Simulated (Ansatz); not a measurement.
GaNH5: geometry relaxation (part 2 of 2)

Continued. System: GaNH5, multiplicity 2. Method: UKS PBE0/def2-SVP (Ansatz 0.2.0). The input holds or restrains some coordinates. Forces given for the steps count only the free coordinates. It belongs to a series of runs on one base structure; here: pulled along the bonds that form and break, towards end B.

Geometry of the input (Å):
```
Ga 0.0000  0.0000  0.0000
H  0.0000  0.0000  1.8200
H  1.3596  0.0000  -0.7850
H  -1.3596  0.0000  -0.7850
N  0.0000  0.0000  3.1800
H  -0.4960  -0.7725  3.7100
H  0.4960  0.7725  3.7100
```

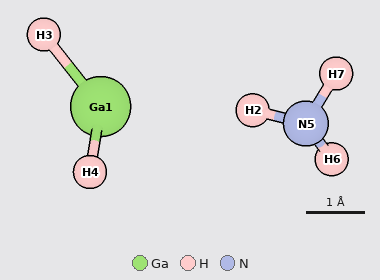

Fig. 1: The geometry at step 12 of the log (ball-and-stick view, seen at a tilt; atoms are numbered from 1 in the order of the input).

## Trajectory as extended XYZ (Å, eV, eV/Å), 22 frames, from step=1 to step=22
```
7
Properties=species:S:1:pos:R:3:forces:R:3 step=1 energy=-53929.12559
Ga    0.0000    0.0000    0.0000    0.0000   0.0000  -0.2316
H     0.0000    0.0000    1.8200    0.0000   0.0000   3.6767
H     1.3596    0.0000   -0.7850    0.2118   0.0100  -0.0246
H    -1.3596    0.0000   -0.7850   -0.2118  -0.0100  -0.0246
N     0.0000    0.0000    3.1800    0.0000   0.0000  -1.1233
H    -0.4960   -0.7725    3.7100    0.9128   1.4489  -1.1363
H     0.4960    0.7725    3.7100   -0.9128  -1.4489  -1.1363
7
Properties=species:S:1:pos:R:3:forces:R:3 step=2 energy=-53929.96164
Ga    0.0000    0.0000   -0.1534    0.0000   0.0000   0.9333
H     0.0000    0.0000    2.0149    0.0000   0.0000   3.9137
H     1.3702    0.0001   -0.7926    0.9224   0.0034  -0.6396
H    -1.3702   -0.0001   -0.7926   -0.9224  -0.0034  -0.6396
N     0.0000    0.0000    3.1720    0.0000   0.0000  -1.6721
H    -0.4896   -0.7622    3.7008    0.8281   1.2986  -0.9478
H     0.4896    0.7622    3.7008   -0.8281  -1.2986  -0.9478
7
Properties=species:S:1:pos:R:3:forces:R:3 step=3 energy=-53930.27248
Ga    0.0000    0.0000   -0.2959    0.0000   0.0000   1.5129
H     0.0000    0.0000    2.2099    0.0000   0.0000  -1.9317
H     1.3963    0.0000   -0.8141    1.1923  -0.0003  -0.9008
H    -1.3963    0.0000   -0.8141   -1.1923   0.0003  -0.9008
N     0.0000    0.0000    3.1815    0.0000   0.0000   2.8626
H    -0.4771   -0.7430    3.6914    0.3637   0.5655  -0.3211
H     0.4771    0.7430    3.6914   -0.3637  -0.5655  -0.3211
7
Properties=species:S:1:pos:R:3:forces:R:3 step=4 energy=-53930.47957
Ga    0.0000    0.0000   -0.4407    0.0000   0.0000   1.0078
H     0.0000    0.0000    2.3055    0.0000   0.0000   1.1397
H     1.4415   -0.0004   -1.0036    0.3013  -0.0015  -0.5475
H    -1.4415    0.0004   -1.0036   -0.3013   0.0015  -0.5475
N     0.0000    0.0000    3.3387    0.0000   0.0000  -1.6805
H    -0.4669   -0.7285    3.8268   -0.2213  -0.3496   0.3140
H     0.4669    0.7285    3.8268    0.2213   0.3496   0.3140
7
Properties=species:S:1:pos:R:3:forces:R:3 step=5 energy=-53930.59917
Ga    0.0000    0.0000   -0.3937   -0.0002  -0.0008   0.0931
H     0.0016   -0.0013    2.3769    0.0050  -0.0006   1.0779
H     1.3623   -0.0252   -1.1856    0.2321  -0.0040  -0.0818
H    -1.3624    0.0255   -1.1852   -0.2318   0.0047  -0.0812
N    -0.0027    0.0017    3.4065   -0.0289  -0.0045  -0.8845
H    -0.4307   -0.7504    3.9157   -0.0033  -0.0238  -0.0657
H     0.4319    0.7497    3.9154    0.0272   0.0290  -0.0578
7
Properties=species:S:1:pos:R:3:forces:R:3 step=6 energy=-53930.70385
Ga   -0.0001   -0.0001   -0.3957   -0.0189  -0.0313  -0.0722
H     0.0602   -0.0349    2.3780   -0.0753   0.0461   1.9221
H     1.3896   -0.0263   -1.1806   -0.0157   0.0143  -0.0075
H    -1.3903    0.0271   -1.1798    0.0407   0.0125   0.0261
N    -0.1718    0.0988    3.4048   -0.0648   0.0076  -0.5891
H    -0.3742   -0.7836    3.9117    0.5585   0.8422  -0.6445
H     0.4866    0.7190    3.9116   -0.4244  -0.8915  -0.6348
7
Properties=species:S:1:pos:R:3:forces:R:3 step=7 energy=-53930.84980
Ga    0.1199   -0.0198   -0.3572   -0.1148  -0.0215  -0.1696
H    -0.0457   -0.0425    2.4151   -0.1768   0.0843   0.8823
H     1.3980   -0.0164   -1.3159   -0.0077   0.0125   0.0307
H    -1.3564    0.0405   -0.9831    0.1246   0.0043   0.0811
N    -0.3061    0.1481    3.4095    0.6214  -0.2566  -0.2375
H    -0.3142   -0.7759    3.8807    0.1162   0.6487  -0.3450
H     0.5044    0.6660    3.8009   -0.5630  -0.4718  -0.2419
7
Properties=species:S:1:pos:R:3:forces:R:3 step=8 energy=-53930.86991
Ga    0.1842   -0.0814   -0.3568    0.1856  -0.0350  -0.0881
H     0.0106   -0.1544    2.4087   -0.1374   0.2868   0.7253
H     1.3906    0.0477   -1.4106   -0.1414   0.0126   0.0805
H    -1.3359    0.0647   -0.7857   -0.0527   0.0216  -0.0451
N    -0.3249    0.1638    3.3434    0.0464  -0.3402  -0.7103
H    -0.3832   -0.6942    3.8878   -0.1415  -0.1648   0.0667
H     0.4586    0.6539    3.7632    0.2411   0.2189  -0.0289
7
Properties=species:S:1:pos:R:3:forces:R:3 step=9 energy=-53930.88049
Ga    0.1688   -0.0972   -0.3450    0.0863  -0.0368  -0.0773
H     0.0769   -0.1921    2.4200   -0.1913   0.2340   0.6234
H     1.3750    0.0596   -1.3842   -0.0433   0.0197   0.0337
H    -1.3397    0.0816   -0.8052   -0.0516   0.0170  -0.0083
N    -0.3155    0.1550    3.3189    0.1261  -0.2649  -0.6761
H    -0.4075   -0.6814    3.8917   -0.0923  -0.1208   0.0710
H     0.4420    0.6744    3.7538    0.1661   0.1518   0.0335
7
Properties=species:S:1:pos:R:3:forces:R:3 step=10 energy=-53930.89060
Ga    0.1617   -0.1310   -0.3384   -0.0015  -0.0416  -0.0455
H     0.1353   -0.2338    2.4283   -0.2019   0.1997   0.5350
H     1.3659    0.0896   -1.3606    0.0110   0.0317  -0.0072
H    -1.3459    0.0942   -0.7891   -0.0219   0.0117   0.0068
N    -0.3036    0.1520    3.2861    0.1896  -0.1761  -0.6314
H    -0.4474   -0.6582    3.8845   -0.0690  -0.1072   0.0930
H     0.4340    0.6872    3.7392    0.0936   0.0819   0.0494
7
Properties=species:S:1:pos:R:3:forces:R:3 step=11 energy=-53930.87887 accepted=F
Ga    0.1407   -0.1837   -0.3241   -0.0033  -0.0346  -0.1040
H     0.2952   -0.3445    2.4495   -0.7566   0.5887   1.2796
H     1.3434    0.1525   -1.3274   -0.0191   0.0344   0.0534
H    -1.3622    0.1095   -0.7597   -0.0023   0.0017   0.0373
N    -0.2667    0.1469    3.2070    0.5738  -0.9932  -0.5340
H    -0.5590   -0.5917    3.8762    0.2131   0.4445  -0.6124
H     0.4087    0.7110    3.7285   -0.0057  -0.0415  -0.1199
7
Properties=species:S:1:pos:R:3:forces:R:3 step=12 energy=-53930.90134
Ga    0.1492   -0.2064   -0.3357   -0.0016   0.0082  -0.1210
H     0.2170   -0.2846    2.4344   -0.3618   0.2599   0.7477
H     1.3565    0.1594   -1.3260   -0.0533   0.0115   0.0688
H    -1.3584    0.0971   -0.7566    0.0294  -0.0099   0.0312
N    -0.2790    0.1632    3.2368    0.3504  -0.5177  -0.4313
H    -0.5315   -0.6136    3.8634    0.0881   0.2822  -0.2740
H     0.4462    0.6848    3.7337   -0.0511  -0.0342  -0.0214
7
Properties=species:S:1:pos:R:3:forces:R:3 step=13 energy=-53930.92167
Ga    0.1134   -0.2500   -0.3216    0.0000  -0.0046  -0.0977
H     0.2900   -0.3369    2.4428   -0.3807   0.3047   0.7180
H     1.3526    0.2019   -1.2356   -0.0629   0.0223   0.0733
H    -1.3798    0.1033   -0.7518    0.0246  -0.0051   0.0253
N    -0.2506    0.1641    3.1819    0.3625  -0.5726  -0.3644
H    -0.5721   -0.5748    3.8235    0.0971   0.2835  -0.3036
H     0.4465    0.6925    3.7107   -0.0405  -0.0282  -0.0509
7
Properties=species:S:1:pos:R:3:forces:R:3 step=14 energy=-53930.95678
Ga    0.0684   -0.3133   -0.2889    0.0506   0.0493  -0.1353
H     0.4028   -0.4303    2.4667   -0.6407   0.5875   0.9039
H     1.3321    0.2707   -1.1043   -0.1089  -0.0118   0.1551
H    -1.4018    0.1109   -0.7299   -0.0096  -0.0149   0.0425
N    -0.2051    0.1636    3.0901    0.5654  -0.9315  -0.3496
H    -0.6417   -0.5044    3.7486    0.1755   0.3392  -0.4780
H     0.4454    0.7027    3.6677   -0.0323  -0.0178  -0.1386
7
Properties=species:S:1:pos:R:3:forces:R:3 step=15 energy=-53931.02301
Ga    0.0294   -0.3220   -0.2090   -0.0059  -0.0535  -0.0341
H     0.5328   -0.5526    2.5154   -1.0941   1.0126   0.9279
H     1.3079    0.3300   -0.9380   -0.0967   0.0527   0.1631
H    -1.4397    0.0918   -0.6635    0.0037   0.0285   0.0470
N    -0.1403    0.1523    2.9545    0.7440  -1.5203  -0.0199
H    -0.7367   -0.4110    3.6063    0.5293   0.4900  -0.8438
H     0.4465    0.7115    3.5843   -0.0803  -0.0101  -0.2402
7
Properties=species:S:1:pos:R:3:forces:R:3 step=16 energy=-53931.18033
Ga    0.0024   -0.3805   -0.1119   -0.0207   0.1791  -0.0356
H     0.6063   -0.6456    2.5794   -0.9386   0.9697   0.5666
H     1.2509    0.3999   -0.7735   -0.0426  -0.0505   0.2564
H    -1.4402    0.1030   -0.5906   -0.0591  -0.0476   0.1185
N    -0.0742    0.1277    2.8291    0.5660  -1.4271   0.2185
H    -0.7905   -0.3329    3.4360    0.5729   0.3656  -0.7852
H     0.4453    0.7283    3.4815   -0.0781   0.0108  -0.3391
7
Properties=species:S:1:pos:R:3:forces:R:3 step=17 energy=-53931.39860
Ga   -0.0410   -0.3193    0.0096    0.0531  -0.1589   0.1600
H     0.6761   -0.7355    2.6553   -0.9794   1.1070   0.2273
H     1.2741    0.4092   -0.5793   -0.2134   0.0712   0.2675
H    -1.5022    0.0900   -0.4900    0.0644   0.1330   0.1469
N    -0.0156    0.0672    2.6888    0.7238  -1.0804   0.4816
H    -0.8108   -0.2877    3.2589    0.4709   0.1547  -0.6957
H     0.4193    0.7760    3.3068   -0.1195  -0.2267  -0.5876
7
Properties=species:S:1:pos:R:3:forces:R:3 step=18 energy=-53931.64322
Ga   -0.0585   -0.3877    0.1274    0.0776   0.2457   0.1574
H     0.7242   -0.7873    2.7512   -1.0734   1.2913  -0.1879
H     1.2094    0.4547   -0.4051   -0.0726  -0.1054   0.2507
H    -1.4835    0.1523   -0.3711    0.0042  -0.0251   0.2418
N     0.0404    0.0076    2.5616    0.7478  -0.8754   0.8599
H    -0.8243   -0.2583    3.0686    0.4222  -0.0049  -0.5349
H     0.3924    0.8188    3.1174   -0.1058  -0.5262  -0.7870
7
Properties=species:S:1:pos:R:3:forces:R:3 step=19 energy=-53931.82519
Ga   -0.0573   -0.3498    0.2063    0.0618  -0.0974   0.0394
H     0.7290   -0.7891    2.8176   -0.7561   0.8828  -0.4683
H     1.2317    0.4553   -0.3009   -0.0782   0.0107   0.2035
H    -1.5049    0.1681   -0.2431    0.0778   0.0637   0.2541
N     0.0565   -0.0532    2.4798    0.5949  -0.2292   0.9525
H    -0.8283   -0.2669    2.9644    0.2270  -0.0299  -0.3752
H     0.3733    0.8356    2.9258   -0.1272  -0.6006  -0.6060
7
Properties=species:S:1:pos:R:3:forces:R:3 step=20 energy=-53931.91714
Ga   -0.0504   -0.4272    0.1860    0.0471   0.2857   0.3214
H     0.7415   -0.7558    2.8139   -0.6082   0.6913  -0.3800
H     1.2335    0.4557   -0.1584    0.0432  -0.0626  -0.0650
H    -1.4872    0.2259   -0.0529   -0.0292  -0.0451   0.0035
N     0.0616   -0.0686    2.4172    0.4850  -0.5704   0.6288
H    -0.8371   -0.2847    2.8602    0.1110   0.0051  -0.1379
H     0.3381    0.8547    2.7840   -0.0490  -0.3040  -0.3709
7
Properties=species:S:1:pos:R:3:forces:R:3 step=21 energy=-53931.95644
Ga   -0.0484   -0.4076    0.2035    0.0227   0.0990   0.2483
H     0.7595   -0.7300    2.8351   -0.5072   0.4326  -0.2795
H     1.2600    0.4378   -0.1404    0.0041  -0.0108  -0.0428
H    -1.4880    0.2541    0.0140   -0.0024   0.0041  -0.0291
N     0.0558   -0.0975    2.4112    0.4712  -0.4417   0.2158
H    -0.8462   -0.3115    2.8384    0.0503  -0.0117   0.0014
H     0.3073    0.8546    2.6883   -0.0388  -0.0716  -0.1141
7
Properties=species:S:1:pos:R:3:forces:R:3 step=22 energy=-53931.96579
Ga   -0.0595   -0.3948    0.2268    0.0054  -0.0186   0.0682
H     0.7900   -0.6938    2.8461   -0.5024   0.4026  -0.3423
H     1.2759    0.3992   -0.1407   -0.0163   0.0025   0.0072
H    -1.4791    0.3069    0.0197    0.0247   0.0134   0.0086
N     0.0511   -0.1149    2.4058    0.4892  -0.4055   0.2894
H    -0.8320   -0.3612    2.8541    0.0150   0.0101  -0.0219
H     0.2535    0.8585    2.6383   -0.0157  -0.0045  -0.0092
```

## Results in brief

| quantity | value |
| --- | --- |
| outcome | converged under the restraints of the input |
| total energy | −53931.9658 eV |
| mean-field energy | −53931.9658 eV |
| ⟨S²⟩ | 0.751 |
| largest force (length of the vector) at the end, held atoms and coordinates included | 0.729 eV/Å |
| hardware | 2 threads of Arm Neoverse V2, 24 GiB of memory available, shared host |
| wall time | 33 s (CPU time 62 s) |
| peak memory | 0.17 GiB |
